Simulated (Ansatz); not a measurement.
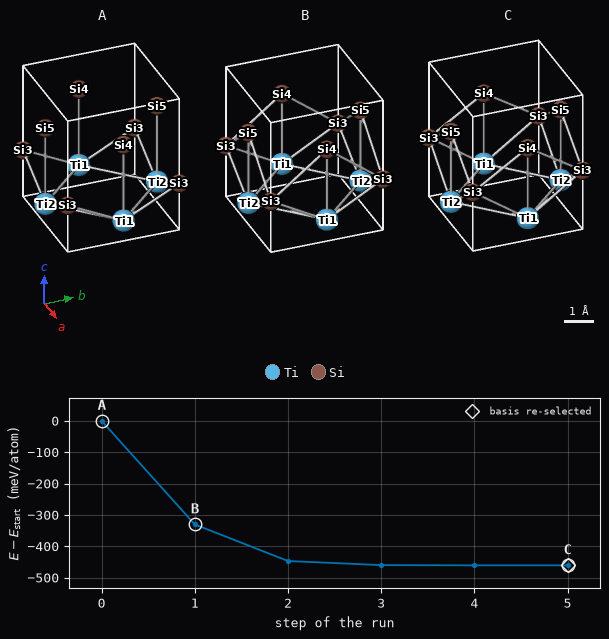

Frames of a relaxation of solid Ti₂Si₃ (a generated structure, set up in P4mm) (coarse preliminary run), marked on the history of the run. A ball-and-stick model of the cell of the calculation, seen from a free direction.

Method: Ansatz 0.2.0, DFT PBE, scalar-relativistic, plane waves, PAW. Set-up: plane-wave cutoff 420 eV; k-point mesh 4 × 4 × 4; occupations gaussian; smearing width 0.1 eV; no spin polarisation; cell and atoms relaxed; force threshold 0.04 eV/Å; at most 70 steps.

Question: What happens along the run?

Answer: Si3 moves most relative to the cell: 0.44 Å along +c. By element the largest moves are Si 0.44 Å, Ti 0.04 Å. Cell: a = b 4.179 → 4.104 Å (−1.8 %), c 5.239 → 5.374 Å (+2.6 %). Volume −1.1 %. Near-neighbour distances that change, for instance: Si3–Si4 2.885 → 2.450 Å, Ti1–Si4 2.201 → 2.560 Å, Ti1–Si4 (another image) 3.038 → 2.815 Å, Ti1–Si3 2.338 → 2.528 Å. Among the angles between lasting bonds that change: Ti1–Si3–Ti1 126.7° → 108.5°, Ti1–Si3–Ti2 78.4° → 70.1°. The space group stays P4mm (No. 99). The energy falls by 461 meV per atom in 4 accepted moves (5 points after the start). Largest force component: 4.4 eV/Å at the start, 0.026 eV/Å at the end. Pressure: 10.49 GPa at the start and 0.00 GPa at the end. At 1 point the geometry stayed and the basis and grid were re-selected for the new cell (energy shift of less than 0.05 meV per atom at most each time). The run took 44 s on 1 thread of Intel(R) Xeon(R) Processor @ 2.50GHz (Skylake/Cascade Lake) (shared host), peak memory 0.36 GiB. From step 0 to 1: Si3 moves most (0.19 Å), volume −0.2 %, energy −330 meV per atom. From step 1 to 5: Si3 moves most (0.24 Å), volume −0.9 %, energy −130 meV per atom.

Limits of the set-up: the k-point mesh is coarse for a cell with partly filled bands.
